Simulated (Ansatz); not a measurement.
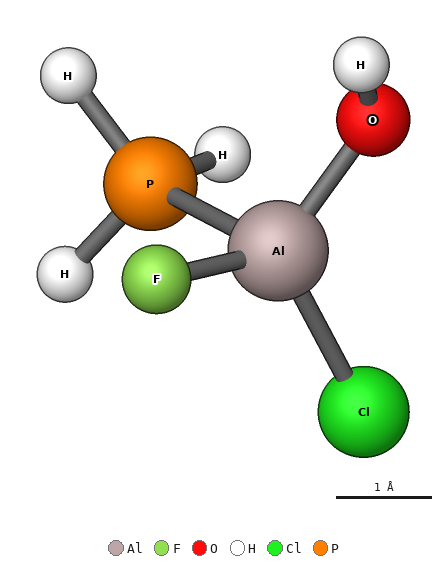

Fig. 1: The input geometry (ball-and-stick view, seen at a tilt). Sticks mark near contacts. Bond lengths as drawn: Al–Cl 2.14 Å, Al–F 1.69 Å, Al–O 1.72 Å, Al–P 2.57 Å, H–O 0.97 Å and H–P 1.43 Å.

# AlPH4ClOF: nudged elastic band

System: AlPH4ClOF.
Method: RKS BLYP/def2-SVP (Ansatz 0.2.0).

It belongs to a series of runs on one base structure; here: band between the two ends.

## Input file
```yaml
crystal:
  periodic: [false, false, false]
  atoms:
    - { symbol: Al, position_ang: [-0.070861, -0.229555, 0.020362] }
    - { symbol: F, position_ang: [0.273509, -1.217829, 1.346184] }
    - { symbol: O, position_ang: [1.19192, 0.197096, -1.072698] }
    - { symbol: H, position_ang: [2.086104, -0.168841, -0.968493] }
    - { symbol: Cl, position_ang: [-2.048843, -0.335673, -0.779856] }
    - { symbol: P, position_ang: [-0.452265, 1.990399, 1.252668] }
    - { symbol: H, position_ang: [-0.81929, 3.105821, 0.441261] }
    - { symbol: H, position_ang: [0.570341, 2.6153, 2.03141] }
    - { symbol: H, position_ang: [-1.516116, 2.051681, 2.202861] }
basis:
  gaussian: { orbitals: def2-SVP }
hamiltonian:
  xc: blyp
neb:
  order_check: false
  images: 5
  f_tol: 0.03
  max_iterations: 60
  final_atoms:
    - { symbol: Al, position_ang: [-0.12162349, 0.50837386, -0.19105493] }
    - { symbol: F, position_ang: [-0.37593547, -0.14495444, 1.75434394] }
    - { symbol: O, position_ang: [1.49774695, 0.04480256, -0.53460512] }
    - { symbol: H, position_ang: [1.7463002, -0.74114666, -1.04817784] }
    - { symbol: Cl, position_ang: [-1.78206177, -0.38663792, -1.1951514] }
    - { symbol: P, position_ang: [-0.30072452, 2.769703, 0.56991541] }
    - { symbol: H, position_ang: [-1.55948019, 2.60840837, 1.26004774] }
    - { symbol: H, position_ang: [0.48719756, 2.58225726, 1.77308081] }
    - { symbol: H, position_ang: [-0.37692026, 0.76759297, 2.08530039] }
  initial_path:
    images:
      - { positions_ang: [[-0.070861, -0.229555, 0.020362], [0.273509, -1.217829, 1.346184], [1.19192, 0.197096, -1.072698], [2.086104, -0.168841, -0.968493], [-2.048843, -0.335673, -0.779856], [-0.452265, 1.990399, 1.252668], [-0.81929, 3.105821, 0.441261], [0.570341, 2.6153, 2.03141], [-1.516116, 2.051681, 2.202861]] }
      - { positions_ang: [[-0.05004986, -0.14143484, -0.00609024], [0.19205342, -0.84501502, 1.55620271], [1.30008657, 0.16356421, -1.04018496], [1.99547254, -0.39340512, -1.04493985], [-2.01917328, -0.18904729, -0.89857305], [-0.40754808, 2.12772324, 1.14118912], [-1.09402252, 3.01982425, 0.51769542], [0.3523084, 2.53408505, 2.12709516], [-1.05462818, 1.73210452, 2.12130469]] }
      - { positions_ang: [[-0.02923871, -0.05331468, -0.03254248], [0.11059783, -0.47220103, 1.76622142], [1.40825314, 0.13003241, -1.00767192], [1.90484107, -0.61796923, -1.1213867], [-1.98950357, -0.04242159, -1.01729011], [-0.36283116, 2.26504748, 1.02971024], [-1.36875505, 2.9338275, 0.59412985], [0.13427579, 2.4528701, 2.22278033], [-0.59314035, 1.41252804, 2.03974838]] }
      - { positions_ang: [[-0.00842757, 0.03480548, -0.05899472], [0.02914225, -0.09938705, 1.97624012], [1.5164197, 0.09650062, -0.97515887], [1.81420961, -0.84253335, -1.19783355], [-1.95983385, 0.10420412, -1.13600716], [-0.31811424, 2.40237172, 0.91823136], [-1.64348757, 2.84783076, 0.67056427], [-0.08375681, 2.37165515, 2.31846549], [-0.13165253, 1.09295156, 1.95819206]] }
      - { positions_ang: [[-0.04615954, 0.19266161, -0.10301479], [-0.10588366, -0.11457618, 1.90227473], [1.51019545, 0.07926793, -0.82830762], [1.79157314, -0.80873779, -1.14794831], [-1.90057649, -0.05940989, -1.15572191], [-0.31231766, 2.52481548, 0.80212604], [-1.61548511, 2.76802329, 0.86705876], [0.10656131, 2.44185585, 2.1366706], [-0.21340844, 0.9844987, 2.00056151]] }
      - { positions_ang: [[-0.08389152, 0.35051773, -0.14703486], [-0.24090957, -0.12976531, 1.82830933], [1.5039712, 0.06203525, -0.68145637], [1.76893667, -0.77494222, -1.09806308], [-1.84131913, -0.2230239, -1.17543665], [-0.30652109, 2.64725924, 0.68602073], [-1.58748265, 2.68821583, 1.06355325], [0.29687944, 2.51205656, 1.9548757], [-0.29516435, 0.87604583, 2.04293095]] }
      - { positions_ang: [[-0.12162349, 0.50837386, -0.19105493], [-0.37593547, -0.14495444, 1.75434394], [1.49774695, 0.04480256, -0.53460512], [1.7463002, -0.74114666, -1.04817784], [-1.78206177, -0.38663792, -1.1951514], [-0.30072452, 2.769703, 0.56991541], [-1.55948019, 2.60840837, 1.26004774], [0.48719756, 2.58225726, 1.77308081], [-0.37692026, 0.76759297, 2.08530039]] }
```

Run on 2 threads of Arm Neoverse V2, 24 GiB of memory available, shared host.

Command:
```bash
ansatz run input.yaml --threads 2 --pin off --max-ram 3072MiB --backend cpu --events-out ev --progress --plain --runs-dir out
```

## Log
```
Engine: ansatz 0.2.0, aarch64-unknown-linux-gnu
Functional definition: BLYP
  parameter beta = 0.0042
  parameter a = 0.04918
  parameter b = 0.132
  parameter c = 0.2533
  parameter d = 0.349
  exchange = b88_x(beta = beta)
  correlation = lyp_c(a = a, b = b, c = c, d = d)
1118 factors; their error is unknown
mean field evaluation 1: about -33219.9794 eV, gradient 7.3e1 eV
mean field evaluation 2: about -33070.8729 eV, gradient 2.2e2 eV
mean field evaluation 4: about -33228.0368 eV, gradient 2.6e1 eV
mean field evaluation 8: about -33229.2597 eV, gradient 1.7e-1 eV
mean field evaluation 16: about -33229.2144 eV, gradient 1.4e-4 eV
mean field -33229.21435144 eV, -1221.1511038451 hartree, gradient 2.4e-5 eV, S^2 0.000000; 0 other end points of the search recorded, 0 dependent functions left out
the calculation of the forces begins
reference -33229.21470385 eV, -1221.1511167959 hartree; 33, 33 occupied and 69, 69 virtual orbitals, 1118 factors
1118 factors; their error is unknown
mean field evaluation 32: about -33227.7128 eV, gradient 8.8e-4 eV
mean field -33227.71275158 eV, -1221.0959210678 hartree, gradient 3.5e-5 eV, S^2 0.000000; 0 other end points of the search recorded, 0 dependent functions left out
[... from here on the field's lines of each further geometry are left out, up to the last ...]
NEB iter   1: max|band force component| = 4.822e0 eV/Å  barrier→ = 3.2097 eV  barrier← = 1.7081 eV  Δτ_max = 0.2000 Å  (199 SCF iters)
NEB iter   2: max|band force component| = 1.802e0 eV/Å  barrier→ = 2.5365 eV  barrier← = 1.0349 eV  Δτ_max = 0.1962 Å  (158 SCF iters)
NEB iter   3: max|band force component| = 1.251e0 eV/Å  barrier→ = 2.2150 eV  barrier← = 0.7134 eV  Δτ_max = 0.1988 Å  (161 SCF iters)
NEB iter   4: max|band force component| = 1.358e0 eV/Å  barrier→ = 1.8308 eV  barrier← = 0.3292 eV  Δτ_max = 0.1016 Å  (157 SCF iters)
NEB iter   5: max|band force component| = 7.509e-1 eV/Å  barrier→ = 1.8459 eV  barrier← = 0.3443 eV  Δτ_max = 0.1000 Å  (143 SCF iters)
NEB iter   6: max|band force component| = 4.277e-1 eV/Å  barrier→ = 1.8316 eV  barrier← = 0.3300 eV  CI = image 4  Δτ_max = 0.1001 Å  (142 SCF iters)
NEB iter   7: max|band force component| = 3.651e-1 eV/Å  barrier→ = 1.7948 eV  barrier← = 0.2932 eV  CI = image 4  Δτ_max = 0.1018 Å  (142 SCF iters)
NEB iter   8: max|band force component| = 4.499e-1 eV/Å  barrier→ = 1.7607 eV  barrier← = 0.2591 eV  CI = image 4  Δτ_max = 0.0501 Å  (141 SCF iters)
NEB iter   9: max|band force component| = 2.412e-1 eV/Å  barrier→ = 1.7447 eV  barrier← = 0.2431 eV  CI = image 4  Δτ_max = 0.0501 Å  (134 SCF iters)
NEB iter  10: max|band force component| = 1.499e-1 eV/Å  barrier→ = 1.7283 eV  barrier← = 0.2267 eV  CI = image 4  Δτ_max = 0.0500 Å  (134 SCF iters)
NEB iter  11: max|band force component| = 1.258e-1 eV/Å  barrier→ = 1.7131 eV  barrier← = 0.2115 eV  CI = image 4  Δτ_max = 0.0501 Å  (134 SCF iters)
NEB iter  12: max|band force component| = 1.305e-1 eV/Å  barrier→ = 1.6981 eV  barrier← = 0.1965 eV  CI = image 4  Δτ_max = 0.0251 Å  (137 SCF iters)
NEB iter  13: max|band force component| = 1.389e-1 eV/Å  barrier→ = 1.6905 eV  barrier← = 0.1889 eV  CI = image 4  Δτ_max = 0.0501 Å  (138 SCF iters)
NEB iter  14: max|band force component| = 1.667e-1 eV/Å  barrier→ = 1.6761 eV  barrier← = 0.1745 eV  CI = image 4  Δτ_max = 0.0250 Å  (135 SCF iters)
NEB iter  15: max|band force component| = 1.553e-1 eV/Å  barrier→ = 1.6687 eV  barrier← = 0.1671 eV  CI = image 4  Δτ_max = 0.0499 Å  (138 SCF iters)
NEB iter  16: max|band force component| = 1.591e-1 eV/Å  barrier→ = 1.6551 eV  barrier← = 0.1535 eV  CI = image 4  Δτ_max = 0.0499 Å  (137 SCF iters)
NEB iter  17: max|band force component| = 1.571e-1 eV/Å  barrier→ = 1.6414 eV  barrier← = 0.1398 eV  CI = image 4  Δτ_max = 0.0500 Å  (138 SCF iters)
NEB iter  18: max|band force component| = 1.452e-1 eV/Å  barrier→ = 1.6297 eV  barrier← = 0.1281 eV  CI = image 4  Δτ_max = 0.0501 Å  (137 SCF iters)
NEB iter  19: max|band force component| = 1.283e-1 eV/Å  barrier→ = 1.6179 eV  barrier← = 0.1163 eV  CI = image 4  Δτ_max = 0.0500 Å  (138 SCF iters)
NEB iter  20: max|band force component| = 1.153e-1 eV/Å  barrier→ = 1.6087 eV  barrier← = 0.1071 eV  CI = image 4  Δτ_max = 0.0502 Å  (141 SCF iters)
NEB iter  21: max|band force component| = 1.509e-1 eV/Å  barrier→ = 1.6010 eV  barrier← = 0.0994 eV  CI = image 4  Δτ_max = 0.0251 Å  (141 SCF iters)
NEB iter  22: max|band force component| = 8.990e-2 eV/Å  barrier→ = 1.5976 eV  barrier← = 0.0960 eV  CI = image 4  Δτ_max = 0.0250 Å  (133 SCF iters)
NEB iter  23: max|band force component| = 8.045e-2 eV/Å  barrier→ = 1.5949 eV  barrier← = 0.0933 eV  CI = image 4  Δτ_max = 0.0125 Å  (139 SCF iters)
NEB iter  24: max|band force component| = 8.246e-2 eV/Å  barrier→ = 1.5936 eV  barrier← = 0.0920 eV  CI = image 4  Δτ_max = 0.0125 Å  (138 SCF iters)
NEB iter  25: max|band force component| = 8.573e-2 eV/Å  barrier→ = 1.5924 eV  barrier← = 0.0908 eV  CI = image 4  Δτ_max = 0.0125 Å  (139 SCF iters)
NEB iter  26: max|band force component| = 9.232e-2 eV/Å  barrier→ = 1.5912 eV  barrier← = 0.0896 eV  CI = image 4  Δτ_max = 0.0125 Å  (137 SCF iters)
NEB iter  27: max|band force component| = 9.546e-2 eV/Å  barrier→ = 1.5900 eV  barrier← = 0.0884 eV  CI = image 4  Δτ_max = 0.0250 Å  (135 SCF iters)
NEB iter  28: max|band force component| = 9.877e-2 eV/Å  barrier→ = 1.5878 eV  barrier← = 0.0862 eV  CI = image 4  Δτ_max = 0.0501 Å  (135 SCF iters)
NEB iter  29: max|band force component| = 9.661e-2 eV/Å  barrier→ = 1.5845 eV  barrier← = 0.0829 eV  CI = image 4  Δτ_max = 0.0504 Å  (139 SCF iters)
NEB iter  30: max|band force component| = 9.098e-2 eV/Å  barrier→ = 1.5820 eV  barrier← = 0.0804 eV  CI = image 4  Δτ_max = 0.0499 Å  (139 SCF iters)
NEB iter  31: max|band force component| = 7.998e-2 eV/Å  barrier→ = 1.5802 eV  barrier← = 0.0786 eV  CI = image 4  Δτ_max = 0.0501 Å  (142 SCF iters)
NEB iter  32: max|band force component| = 7.177e-2 eV/Å  barrier→ = 1.5793 eV  barrier← = 0.0777 eV  CI = image 4  Δτ_max = 0.0506 Å  (138 SCF iters)
NEB iter  33: max|band force component| = 6.483e-2 eV/Å  barrier→ = 1.5788 eV  barrier← = 0.0772 eV  CI = image 4  Δτ_max = 0.0498 Å  (140 SCF iters)
NEB iter  34: max|band force component| = 5.998e-2 eV/Å  barrier→ = 1.5783 eV  barrier← = 0.0767 eV  CI = image 4  Δτ_max = 0.0497 Å  (140 SCF iters)
NEB iter  35: max|band force component| = 6.930e-2 eV/Å  barrier→ = 1.5778 eV  barrier← = 0.0762 eV  CI = image 4  Δτ_max = 0.0249 Å  (139 SCF iters)
NEB iter  36: max|band force component| = 8.034e-2 eV/Å  barrier→ = 1.5773 eV  barrier← = 0.0757 eV  CI = image 4  Δτ_max = 0.0125 Å  (139 SCF iters)
NEB iter  37: max|band force component| = 8.213e-2 eV/Å  barrier→ = 1.5772 eV  barrier← = 0.0756 eV  CI = image 4  Δτ_max = 0.0063 Å  (130 SCF iters)
NEB iter  38: max|band force component| = 7.338e-2 eV/Å  barrier→ = 1.5771 eV  barrier← = 0.0755 eV  CI = image 4  Δτ_max = 0.0062 Å  (133 SCF iters)
NEB iter  39: max|band force component| = 5.110e-2 eV/Å  barrier→ = 1.5769 eV  barrier← = 0.0753 eV  CI = image 4  Δτ_max = 0.0125 Å  (139 SCF iters)
NEB iter  40: max|band force component| = 3.993e-2 eV/Å  barrier→ = 1.5770 eV  barrier← = 0.0754 eV  CI = image 4  Δτ_max = 0.0126 Å  (137 SCF iters)
NEB iter  41: max|band force component| = 3.041e-2 eV/Å  barrier→ = 1.5768 eV  barrier← = 0.0752 eV  CI = image 4  Δτ_max = 0.0125 Å  (138 SCF iters)
NEB iter  42: max|band force component| = 4.731e-2 eV/Å  barrier→ = 1.5768 eV  barrier← = 0.0752 eV  CI = image 4  Δτ_max = 0.0063 Å  (132 SCF iters)
the calculation of the forces begins
reference -33227.69783700 eV, -1221.0953729671 hartree; 33, 33 occupied and 69, 69 virtual orbitals, 1118 factors
1118 factors; their error is unknown
mean field evaluation 1536: about -33227.6861 eV, gradient 9.5e-2 eV
mean field -33227.63758299 eV, -1221.0931586731 hartree, gradient 5.6e-5 eV, S^2 0.000000; 1 other end points of the search recorded, 0 dependent functions left out
the calculation of the forces begins
reference -33227.63791929 eV, -1221.0931710319 hartree; 33, 33 occupied and 69, 69 virtual orbitals, 1118 factors
NEB iter  43: max|band force component| = 2.734e-2 eV/Å  barrier→ = 1.5768 eV  barrier← = 0.0752 eV  CI = image 4  Δτ_max = 0.0000 Å  (263 SCF iters)
```

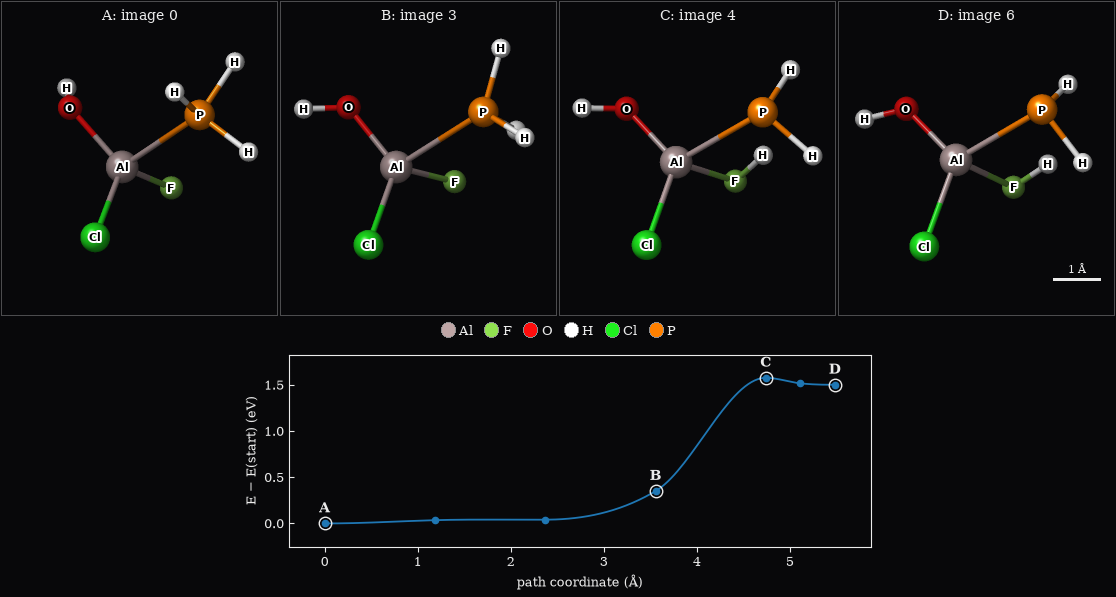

Fig. 2: Images of the last band (counted from 0; ball-and-stick, seen at a tilt) above the energy along the path; the line is a cubic interpolation that uses the forces. The highest image is number 4, 1.577 eV above the start and 0.075 eV above the end (the climbing image); the end lies 1.502 eV above the start. The path is 5.48 Å long. The band converged in 43 iterations.

```
Total energy: -33227.63791929 eV, -1221.0931710319 hartree
Atom 0 at    -0.119252     0.279839    -0.081053 Å, force     0.007518    -0.001823     0.003005 eV/Å
Atom 1 at    -0.436392    -0.200544     1.737669 Å, force    -0.001704    -0.003742    -0.001579 eV/Å
Atom 2 at     1.515571    -0.120004    -0.400928 Å, force    -0.004333     0.002042    -0.002551 eV/Å
Atom 3 at     1.840594    -0.513459    -1.226454 Å, force     0.000284    -0.000832     0.001761 eV/Å
Atom 4 at    -1.753531    -0.347257    -1.286406 Å, force    -0.001195    -0.000583    -0.001012 eV/Å
Atom 5 at    -0.346659     2.585136     0.701553 Å, force    -0.001193     0.000641    -0.000252 eV/Å
Atom 6 at    -1.567605     2.672705     1.449852 Å, force    -0.000155     0.000066     0.001237 eV/Å
Atom 7 at     0.552090     2.749500     1.807972 Å, force     0.000857    -0.000100    -0.000206 eV/Å
Atom 8 at    -0.470317     0.902483     1.771496 Å, force    -0.000079     0.004331    -0.000403 eV/Å
Dipole moment:     0.117972     0.103456     0.158120 e Å
this run last wrote the band of iteration 43 to [file]
```

## The last band as extended XYZ (Å, eV, eV/Å)
```
9
Properties=species:S:1:pos:R:3:forces:R:3 image=0 energy=-33229.21435
Al   -0.0709   -0.2296    0.0204    0.0035  -0.0185   0.0152
F     0.2735   -1.2178    1.3462   -0.0046   0.0179  -0.0224
O     1.1919    0.1971   -1.0727    0.0003  -0.0056   0.0138
H     2.0861   -0.1688   -0.9685    0.0011   0.0032  -0.0080
Cl   -2.0488   -0.3357   -0.7799    0.0008   0.0017   0.0016
P    -0.4523    1.9904    1.2527   -0.0174   0.0065  -0.0083
H    -0.8193    3.1058    0.4413    0.0045  -0.0104   0.0084
H     0.5703    2.6153    2.0314    0.0053   0.0049   0.0050
H    -1.5161    2.0517    2.2029    0.0064   0.0002  -0.0052
9
Properties=species:S:1:pos:R:3:forces:R:3 image=1 energy=-33229.17928
Al   -0.0936   -0.1860   -0.0188    0.0041  -0.0020  -0.0079
F    -0.0397   -1.2550    1.2871    0.0115   0.0011   0.0001
O     1.3754    0.2616   -0.8035   -0.0071  -0.0028   0.0049
H     2.0914   -0.3771   -0.9556    0.0008   0.0057  -0.0040
Cl   -1.9096   -0.2131   -1.1454   -0.0084  -0.0005   0.0118
P    -0.4697    2.0105    1.2646   -0.0001  -0.0009  -0.0010
H    -1.3375    2.9945    0.7041    0.0098   0.0059  -0.0107
H     0.6459    2.8460    1.5742    0.0042  -0.0070   0.0121
H    -1.0482    1.9269    2.5672   -0.0149   0.0005  -0.0051
9
Properties=species:S:1:pos:R:3:forces:R:3 image=2 energy=-33229.17411
Al   -0.1099   -0.1794   -0.0135    0.0038   0.0058   0.0070
F    -0.4488   -1.2129    1.2762   -0.0064  -0.0129  -0.0018
O     1.5371    0.0936   -0.4472   -0.0025  -0.0038  -0.0024
H     1.9352   -0.3136   -1.2342    0.0041   0.0047   0.0046
Cl   -1.6476   -0.0537   -1.4946   -0.0016   0.0053  -0.0064
P    -0.4410    1.9929    1.3198    0.0002  -0.0036   0.0002
H    -1.6212    2.7640    1.0984   -0.0022  -0.0051   0.0004
H     0.5278    3.0372    1.2283   -0.0039  -0.0003  -0.0087
H    -0.5171    1.8802    2.7405    0.0085   0.0099   0.0071
9
Properties=species:S:1:pos:R:3:forces:R:3 image=3 energy=-33228.86363
Al   -0.0923   -0.0873   -0.0570   -0.0025  -0.2087   0.0078
F    -0.3889   -0.6882    1.5020   -0.0007  -0.2816  -0.1234
O     1.5628   -0.0693   -0.5021    0.0425   0.0033  -0.0371
H     1.9048   -0.3912   -1.3500    0.0124   0.0321  -0.0687
Cl   -1.7151   -0.3211   -1.4125    0.0068   0.0293  -0.0726
P    -0.4268    2.2113    1.1038   -0.0205  -0.2204   0.2357
H    -1.6348    2.9335    1.3158   -0.0146   0.1819  -0.0923
H     0.5447    3.0922    1.6571    0.0189   0.1972  -0.0967
H    -0.5399    1.3284    2.2165   -0.0424   0.2669   0.2472
9
Properties=species:S:1:pos:R:3:forces:R:3 image=4 energy=-33227.63758
Al   -0.1193    0.2798   -0.0811    0.0075  -0.0018   0.0030
F    -0.4364   -0.2005    1.7377   -0.0017  -0.0037  -0.0016
O     1.5156   -0.1200   -0.4009   -0.0043   0.0020  -0.0026
H     1.8406   -0.5135   -1.2265    0.0003  -0.0008   0.0018
Cl   -1.7535   -0.3473   -1.2864   -0.0012  -0.0006  -0.0010
P    -0.3467    2.5851    0.7016   -0.0012   0.0006  -0.0003
H    -1.5676    2.6727    1.4499   -0.0002   0.0001   0.0012
H     0.5521    2.7495    1.8080    0.0009  -0.0001  -0.0002
H    -0.4703    0.9025    1.7715   -0.0001   0.0043  -0.0004
9
Properties=species:S:1:pos:R:3:forces:R:3 image=5 energy=-33227.69750
Al   -0.1192    0.4235   -0.1434   -0.0013   0.0511  -0.0273
F    -0.4327   -0.1602    1.7679    0.0002   0.0066   0.0056
O     1.5027   -0.0573   -0.4330    0.0049   0.0297  -0.0066
H     1.7998   -0.6168   -1.1683   -0.0111  -0.0261   0.0152
Cl   -1.7595   -0.3710   -1.2528    0.0048  -0.0024   0.0021
P    -0.3314    2.7024    0.5997    0.0020   0.0391  -0.0275
H    -1.5269    2.6050    1.4016    0.0101  -0.0292  -0.0138
H     0.5671    2.6767    1.7287   -0.0011  -0.0303  -0.0163
H    -0.4855    0.8062    1.9734   -0.0084  -0.0384   0.0686
9
Properties=species:S:1:pos:R:3:forces:R:3 image=6 energy=-33227.71275
Al   -0.1216    0.5084   -0.1911   -0.0057  -0.0013   0.0221
F    -0.3759   -0.1450    1.7543    0.0100  -0.0139   0.0148
O     1.4977    0.0448   -0.5346   -0.0178   0.0083   0.0049
H     1.7463   -0.7411   -1.0482    0.0009   0.0002  -0.0073
Cl   -1.7821   -0.3866   -1.1952    0.0082   0.0083  -0.0099
P    -0.3007    2.7697    0.5699   -0.0019  -0.0152   0.0250
H    -1.5595    2.6084    1.2600    0.0202   0.0063  -0.0187
H     0.4872    2.5823    1.7731   -0.0142   0.0076  -0.0233
H    -0.3769    0.7676    2.0853    0.0003  -0.0004  -0.0077
```

## Results in brief

| quantity | value |
| --- | --- |
| outcome | converged |
| barrier, forward | 1.577 eV |
| barrier, backward | 0.075 eV |
| wall time | 6.2 min (CPU time 12 min) |
| peak memory | 0.14 GiB |

## Notes

The order of the saddle point was not checked.
